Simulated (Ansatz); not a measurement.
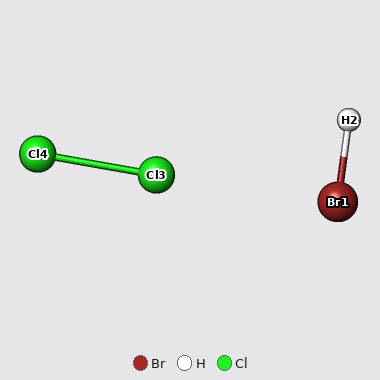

The system is the pair BrH···Cl₂; the picture shows the reference structure. The first coordinate is: separation of Cl3 and Br1 along their line in the relaxed pair; the second: sideways slip of Br1, H2. Nothing is relaxed (both partners rigid). The scan uses an 11 × 11 grid. Points are written as (first, second). All energies are given in kJ/mol relative to the lowest grid point. Computed with Ansatz, RKS B3LYP-D4/def2-SVPD.

Its coordinates:

| atom | x (Å) | y (Å) | z (Å) |
| --- | --- | --- | --- |
| Br | 0.3642 | -0.6570 | -2.0062 |
| H | -0.4967 | 0.4602 | -2.2437 |
| Cl | 0.1526 | -0.1048 | 1.1069 |
| Cl | -0.0201 | 0.3016 | 3.1430 |

Range: separation of Cl3 and Br1 along their line in the relaxed pair from 2.662 to 4.662 Å; sideways slip of Br1, H2 from −3.0 to 3.0 Å.

What landscape does the calculation give?

The lowest grid point is at (3.216 Å, 0.0 Å). No other kind of well shows on this grid. The highest grid point, (2.662 Å, 0.6 Å), lies 20.1 kJ/mol above the lowest. Round the minimum the two coordinates are nearly uncoupled.

```
second ↓, first →  2.662  2.741  2.872  3.032  3.216  3.420  3.640  3.876  4.125  4.387  4.662
              3.0   12.5   12.4   12.2   12.1   12.1   12.2   12.3   12.5   12.7   12.8   12.9
              2.4   14.3   13.4   12.4   11.7   11.3   11.3   11.4   11.7   11.9   12.2   12.4
              1.8   17.2   14.9   12.2   10.4    9.6    9.4    9.7   10.2   10.8   11.3   11.8
              1.2   19.6   15.2   10.4    7.4    6.2    6.4    7.2    8.3    9.3   10.2   10.9
              0.6   20.1   13.6    6.8    3.1    2.1    2.9    4.5    6.3    7.9    9.2   10.2
              0.0   18.5   11.5    4.4    0.7    0.0    1.3    3.3    5.4    7.2    8.7    9.8
             −0.6   19.1   13.0    6.6    3.1    2.1    2.9    4.4    6.1    7.7    9.0   10.0
             −1.2   19.5   15.2   10.4    7.4    6.1    6.1    6.9    7.9    8.9    9.8   10.6
             −1.8   15.4   13.4   11.1    9.6    8.8    8.8    9.1    9.6   10.2   10.8   11.3
             −2.4   11.7   11.2   10.7   10.4   10.3   10.4   10.6   10.9   11.3   11.6   12.0
             −3.0   10.8   10.8   10.9   11.0   11.1   11.3   11.6   11.8   12.0   12.2   12.4
```

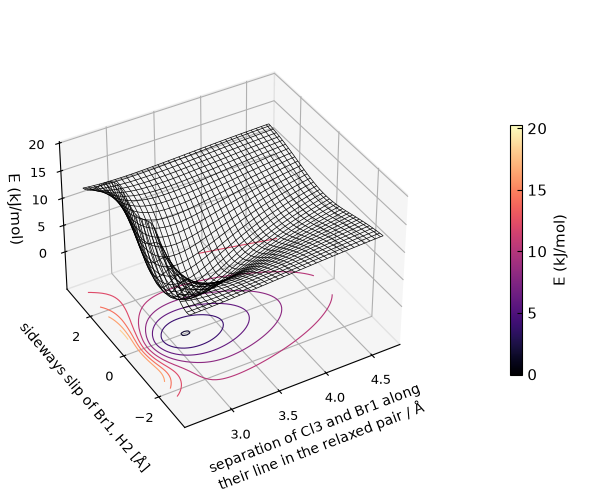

In the figure: a relief with its contours projected below. Between grid points the surface is interpolated.

Time for the 121 points that were run: 9.7 min on 1 thread of Arm Neoverse V2 (shared host).
